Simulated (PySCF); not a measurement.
## Electronic structure of C5H10B2Si in real space

The calculation's input:

```
{"job": {"kind": "nmr", "xc": "PBE0", "basis": "pcSseg-1"}, "charge": 0, "multiplicity": 1}
B      3.384601     0.496337     0.851281
Si     1.583204    -0.254756     0.797137
C      0.843353     0.375492    -0.882618
B     -0.691138     0.120119    -0.849140
C     -1.607444     1.203526    -0.330185
C     -2.322165     2.085589     0.074032
C     -1.280329    -1.247179    -1.300303
C     -2.581935    -1.517425    -1.372021
H      3.600889     1.532204     1.351461
H      4.291614    -0.031688     0.333785
H      0.663243     0.149366     1.879602
H      1.463847    -1.728467     0.776479
H      1.360550    -0.171556    -1.670813
H      1.110584     1.428085    -0.977256
H     -2.949196     2.852350     0.429783
H     -0.590455    -2.036257    -1.584895
H     -2.967916    -2.473377    -1.694859
H     -3.320066    -0.776046    -1.107888
```

Launched as:

```sh
OMP_NUM_THREADS=1 python probes_run.py task.json out
```

Geometry: GFN2-xTB.

Level of theory: PySCF, PBE0/pcSseg-1, SCF density, gas phase, non-relativistic.

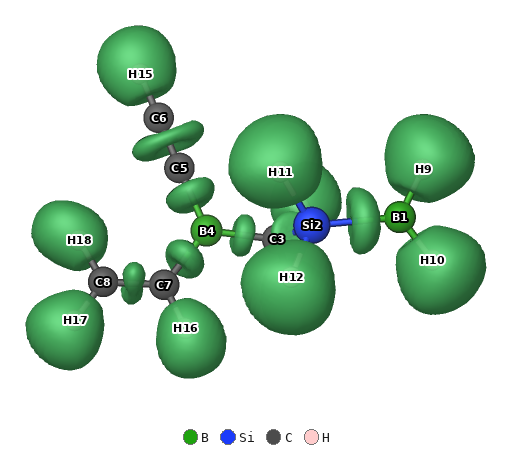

Figure 1. Isosurface of the ELF at 0.85 (green), seen at a tilt. Only the valence region is drawn (cores and ρ < 0.01 e/Å³ removed).

Where are the electrons localised?

At this value the surface marks out three regions between bonded B–C atoms (shared pairs), one region between bonded B–Si atoms (shared pairs), two regions between bonded C–C atoms (shared pairs), one region between bonded C–Si atoms (shared pairs) and ten regions around hydrogen nuclei. Along the contacts the grid gives the following. C–C (1.21 Å): the ELF peaks at about 0.85 between the atoms: a short, multiple covalent bond. C–B (1.51 Å): the ELF peaks at about 0.95 between the atoms (a covalent bond).

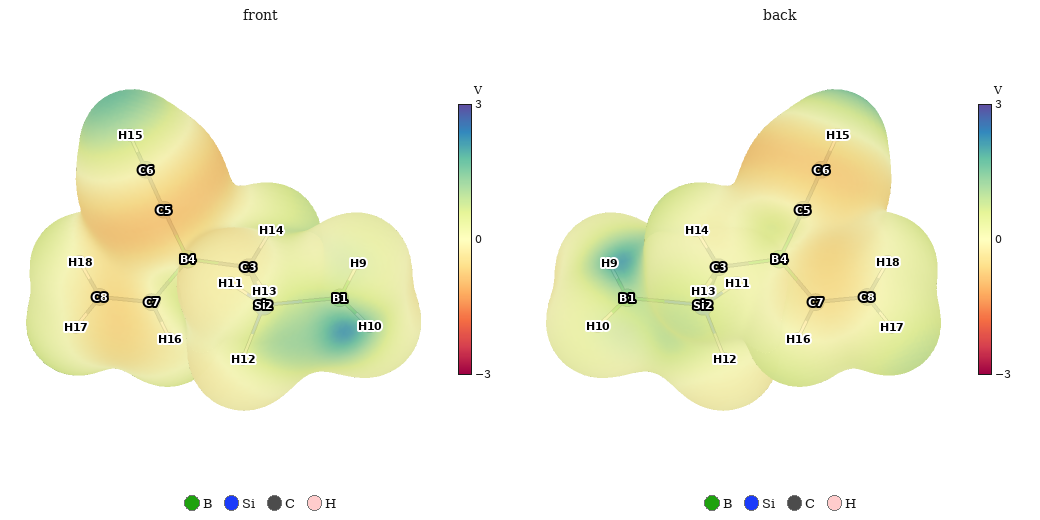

Figure 2. The molecular electrostatic potential painted on the density surface at 0.002 e/bohr³, seen from the front and from behind; red is negative and blue positive.

Which sites attract a positive test charge, and which a negative one?

A positive charge is drawn to the negative regions and a negative charge to the positive ones. The most negative region (about −0.9 V, or −21 kcal/mol for a unit charge) lies over C5 and C6, the most positive (about +2.0 V, or +46 kcal/mol for a unit charge) over B1.

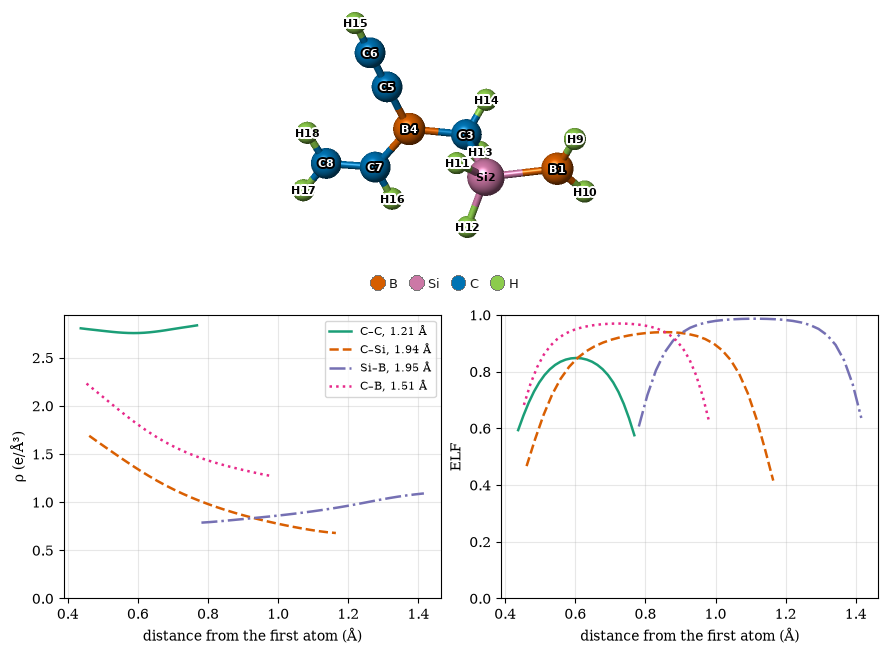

Figure 3. Electron density and electron localisation function along straight lines between neighbouring atoms. The curves leave out the atomic cores. The structure is drawn too.

What can be read from the curves?

C–C (1.21 Å): the density is about 2.8 e/Å³ at the midpoint; the ELF peaks at about 0.85 between the atoms; a short, multiple covalent bond.
C–Si (1.94 Å): the density is about 0.8 e/Å³ at the midpoint; the ELF peaks at about 0.95 between the atoms: a covalent bond.
Si–B (1.95 Å): ρ is about 0.85 e/Å³ halfway; the ELF peaks at about 1 between the atoms (a covalent bond).
C–B (1.51 Å): ρ is about 1.5 e/Å³ halfway; the ELF peaks at about 0.95 between the atoms: a covalent bond.
